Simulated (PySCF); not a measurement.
# CH$_{8}$B$_{2}$GaN: what the fields show

```xyz
13

B     1.0626   -1.0006    1.5688
N     0.3796   -0.3187    0.5322
Ga    1.4688    0.4004   -0.8696
B    -1.0302   -0.1196    0.4920
C    -1.6240    0.5088   -0.8361
H     2.2382   -1.1102    1.4763
H     0.4799   -1.4499    2.4801
H     1.1759    1.8057   -1.5149
H     2.7862   -0.3731   -1.2311
H    -1.7026   -0.3984    1.4117
H    -1.4558    1.5905   -0.8250
H    -1.0935    0.1182   -1.7187
H    -2.6893    0.3474   -0.9835
```

Geometry: GFN2-xTB.

These are results of CAM-B3LYP/def2-SVPD, SCF density, gas phase in PySCF, not measurements.

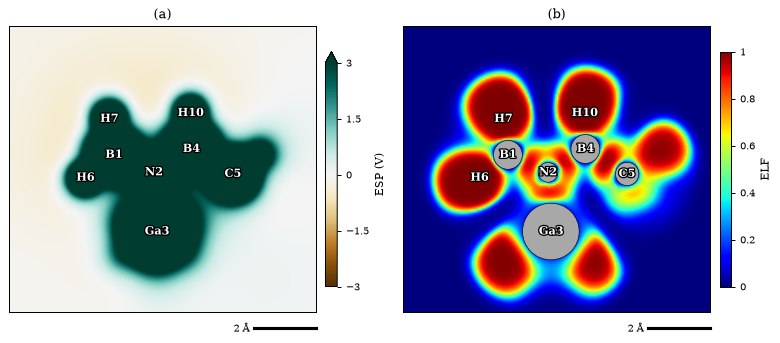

Figure 1. (a) electrostatic potential; (b) ELF on the plane of atoms B1, N2 and Ga3. Grey discs cover the atomic cores in the ELF map.

Question: What do the fields say about this system?

Answer: The plane passes through B, N, Ga, C and H nuclei.
B–N (1.42 Å): the ELF peaks at about 0.95 between the atoms: a polar covalent bond.
C–B (1.58 Å): the ELF peaks at about 1 between the atoms: a covalent bond.
Ga–N (1.92 Å): the ELF peaks at about 0.90 in the valence shell of N, 0.6 Å from its nucleus, and is about 0.40 at the midpoint.
B–H (1.17 Å): the ELF climbs to about 1 towards the hydrogen, as it does in any bond to H; an ordinary covalent bond to hydrogen.
Outside the dense part of the molecule the potential is most negative (−0.5 V) near H7.

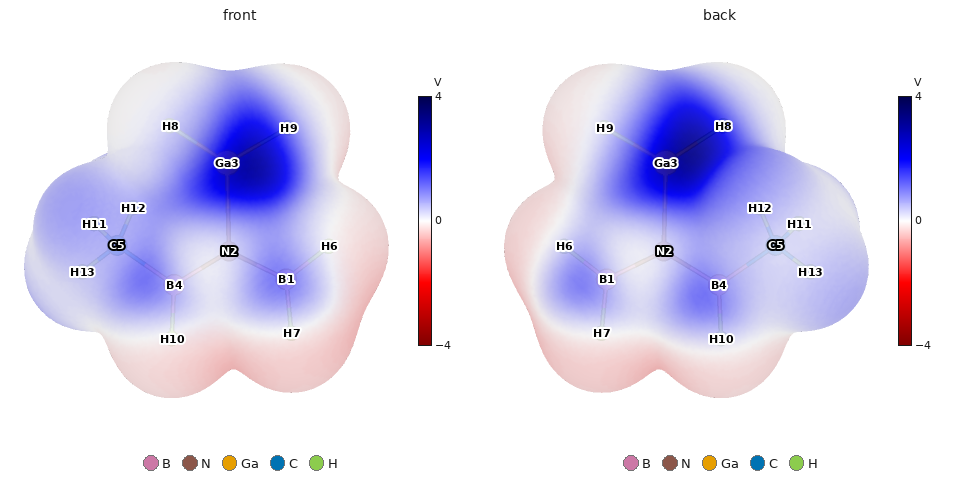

Figure 2. The electrostatic potential painted on the density surface at 0.002 e/bohr³, seen from the front and from behind; the colour scale runs from red (negative) to blue (positive).

Question: Which sites attract a positive test charge, and which a negative one?

Answer: A positive charge is drawn to the negative regions and a negative charge to the positive ones. The most negative region (about −0.5 V) lies over H7 and H10, the most positive (about +3.1 V) over Ga3.
